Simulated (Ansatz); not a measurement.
Cell of beta tin (1 0 0) on wurtzite ZnO (0 0 1) (film strained to the substrate, started from cuts of the bulks and a machine-learned relaxation; slabs Zn12O12 and Sn8, which can lie off the formulas), relaxed at this level with a, b, gamma of the cell held:

```xyz
32
Lattice="5.6751 0.0014 -0.2576 0.0006 3.2793 0.0366 -1.2656 1.1284 28.4060" Properties=species:S:1:pos:R:3 pbc="T T T"
Zn     1.2320     3.4996     1.8911
Zn     4.0690     1.8606     1.7435
Zn     3.2538     3.4695     4.4525
Zn     0.4158     1.8293     4.5631
O      1.3318     3.4768     3.8745
O      4.1689     1.8376     3.7271
O      3.0925     3.5082     1.1318
O      0.2546     1.8679     1.2436
Zn     1.4846     3.4393     7.1859
Zn     4.3218     1.8004     7.0386
Zn     3.4989     3.4111     9.7451
Zn     0.6611     1.7707     9.8557
O      1.5776     3.4179     9.1828
O      4.4149     1.7790     9.0357
O      3.3461     3.4471     6.4440
O      0.5083     1.8067     6.5547
Zn     1.7325     3.3827    12.4750
Zn     4.5698     1.7437    12.3274
Zn     3.7492     3.3535    15.0693
Zn     0.9114     1.7129    15.1805
O      1.8268     3.3606    14.4827
O      4.6641     1.7217    14.3355
O      3.5946     3.3902    11.7475
O      0.7569     1.7499    11.8578
Sn     4.0502     3.2931    20.8318
Sn     1.2129     1.6636    20.9417
Sn     1.0457     1.6816    17.9295
Sn     3.8841     3.3202    17.8197
Sn     4.5807     3.0051    27.1318
Sn     1.7433     1.3618    27.2408
Sn     1.3580     1.5695    24.0232
Sn     4.1960     3.2177    23.9126
```

Computed with PBE (plane waves to 420 eV, PAW; Ansatz, a program for electronic structure). Spin–orbit coupling is left out; the runs are not spin-polarised. Its k-point mesh 6×10×1, Fermi–Dirac width 0.05 eV.

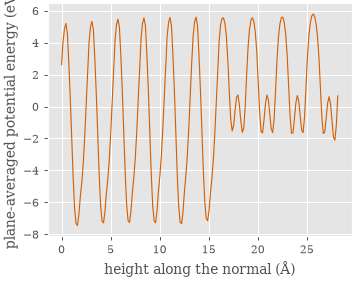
Figure: Smooth (PAW) electrostatic potential energy of an electron, averaged over planes, about its mean

The curve spans 13.2 eV over the stretch drawn.
